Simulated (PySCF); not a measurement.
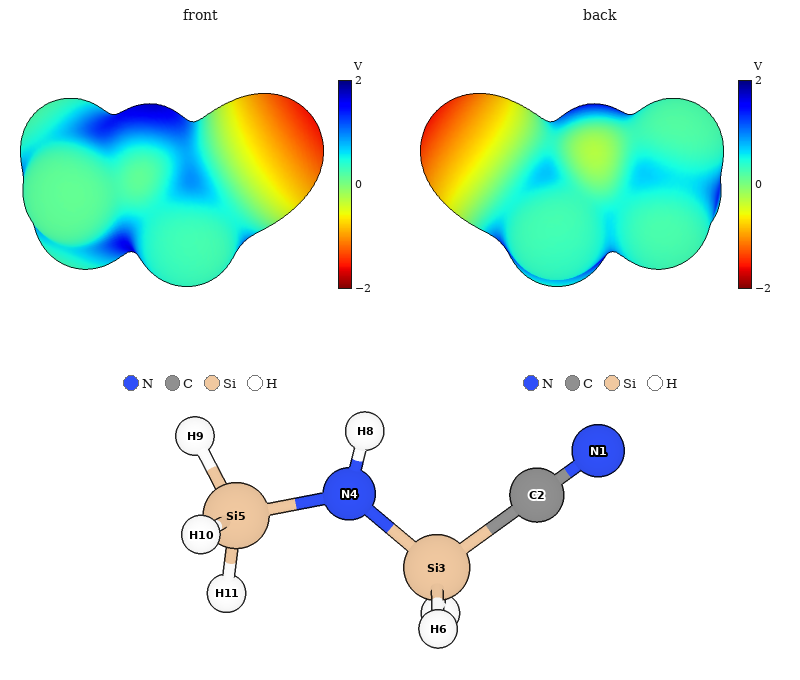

Figure 1: CH₆N₂Si₂. The molecular electrostatic potential painted on the density surface at 0.001 e/bohr³, seen from the front and from behind; the colour scale runs from red (negative) to blue (positive). The bare structure is drawn below in the same view.

Geometry: GFN2-xTB.

All numbers below come from PBE0/pcSseg-1, SCF density, gas phase, non-relativistic in PySCF.

```
atom    x (Å)    y (Å)    z (Å)
   N   3.6079  -0.4697  -0.5523
   C   2.6065  -0.2530  -0.0407
  Si   0.9733   0.1159   0.7898
   N  -0.1911  -0.1329  -0.4595
  Si  -1.9177   0.0528  -0.3947
   H   1.0332   1.5014   1.2659
   H   0.7790  -0.8469   1.8737
   H   0.1843  -0.2430  -1.3885
   H  -2.4612  -0.8413  -1.4154
   H  -2.2998   1.4428  -0.6650
   H  -2.3090  -0.3235   0.9607
```

Question: Describe the electrostatic potential map.

Answer: The most negative region (about −1.5 V, or −35 kcal/mol for a unit charge) lies over N1, the most positive (about +1.6 V, or +37 kcal/mol for a unit charge) over Si3 and H8. N1 is the likeliest acceptor of a hydrogen bond.

Question: What dipole moment does the calculation give?

Answer: Its dipole moment is 3.47 D.
